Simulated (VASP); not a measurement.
Band structure of AgBr (rock salt). Method: optB86b-vdW, VASP's PBE PAW potentials (set 64) (plane waves; VASP 6.6.1).

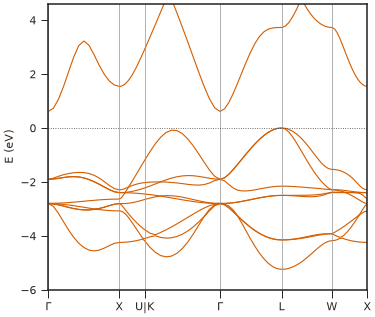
Figure: Bands along high-symmetry lines, zero at the valence-band maximum or, without a gap, the Fermi level

Problem. Read the plot: is there a gap, and where are the band edges?

Solution. The gap is indirect, 0.61 eV, from the valence maximum at L to the conduction minimum at Γ. (Edges off the drawn lines would not show.)

The compound is AgBr in the rock salt structure. It was relaxed first.
